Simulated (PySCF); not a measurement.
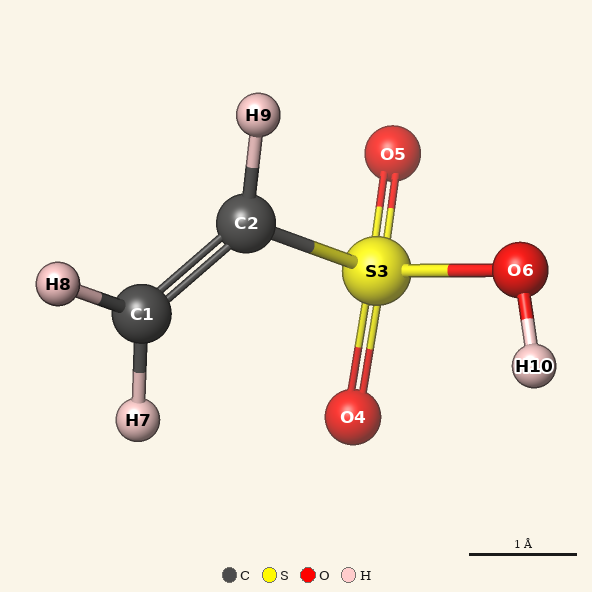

Orthographic view. Distant atoms are faded towards the background colour. The geometry was computed by an optimisation with PBE0-D3(BJ)/def2-SVP. No frequency run is at hand to confirm it as a minimum.

Write a MOL file (V2000) with the atoms in numerical order, bonds sorted by atom number with the orders drawn, and coordinates in the frame of the picture: x right, y up, z towards the viewer, origin at the mean position.

```
C2H4O3S
                    3D

 10  9  0  0  0  0  0  0  0  0999 V2000
   -1.5000   -0.2900    0.6600 C   0  0  0  0  0  0  0  0  0  0  0  0
   -0.5200    0.5600    0.3600 C   0  0  0  0  0  0  0  0  0  0  0  0
    0.7000    0.1200   -0.8300 S   0  0  0  0  0  0  0  0  0  0  0  0
    0.4800   -1.2500   -1.2700 O   0  0  0  0  0  0  0  0  0  0  0  0
    0.8500    1.2100   -1.7500 O   0  0  0  0  0  0  0  0  0  0  0  0
    2.0400    0.1200    0.0800 O   0  0  0  0  0  0  0  0  0  0  0  0
   -1.5400   -1.2800    0.2000 H   0  0  0  0  0  0  0  0  0  0  0  0
   -2.2800   -0.0100    1.3700 H   0  0  0  0  0  0  0  0  0  0  0  0
   -0.4100    1.5800    0.7500 H   0  0  0  0  0  0  0  0  0  0  0  0
    2.1700   -0.7700    0.4200 H   0  0  0  0  0  0  0  0  0  0  0  0
  1  2  2  0
  1  7  1  0
  1  8  1  0
  2  3  1  0
  2  9  1  0
  3  4  2  0
  3  5  2  0
  3  6  1  0
  6 10  1  0
M  END
```
